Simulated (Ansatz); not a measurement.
GaSe, response to strain

The reference is GaSe in the beta-GaS type structure (space group P6_3/mmc, No. 194; layered, stacked along the Cartesian z axis).

```yaml
crystal:
  lattice:
    - [3.76901, 0.00000, 0.00000]
    - [-1.88451, 3.26406, 0.00000]
    - [0.00000, 0.00000, 15.95971]
  atoms:
    - { symbol: Ga, position: [0.33333, 0.66667, 0.17345] }
    - { symbol: Ga, position: [0.66667, 0.33333, 0.67345] }
    - { symbol: Ga, position: [0.66667, 0.33333, 0.82655] }
    - { symbol: Ga, position: [0.33333, 0.66667, 0.32655] }
    - { symbol: Se, position: [0.33333, 0.66667, 0.59959] }
    - { symbol: Se, position: [0.66667, 0.33333, 0.09959] }
    - { symbol: Se, position: [0.66667, 0.33333, 0.40041] }
    - { symbol: Se, position: [0.33333, 0.66667, 0.90041] }
```

Cartesian axes are those of the cell as printed.

Strains are applied to the cell and any free atomic positions relax; under biaxial strain the out-of-plane vector relaxes too.

The values are results of PBE-D3(BJ), PAW, 420 eV (Ansatz, a quantum-chemistry and plane-wave program; without spin-orbit coupling), not measurements.

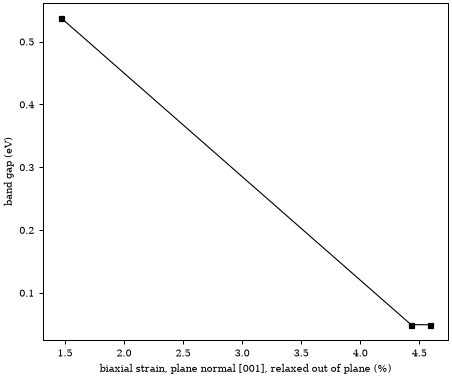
Band gap against biaxial strain, plane normal [001], relaxed out of plane

Q: From the plot, what is the band gap for biaxial strain +4.43 %, plane normal [001], relaxed out of plane?

A: About 0.05 eV.

Q: Is the trend monotonic over the range shown?

A: Yes, it falls throughout, spanning zero to 0.54 eV.

Stability against distortions was not tested. All final runs are without spin polarisation. Gaps under 0.05 eV, about the width of the smearing, are given as zero. The zero or small gap of GaSe under biaxial strain +4.43 %, plane normal [001], relaxed out of plane and GaSe under biaxial strain +4.59 %, plane normal [001], relaxed out of plane can change with the level of theory.
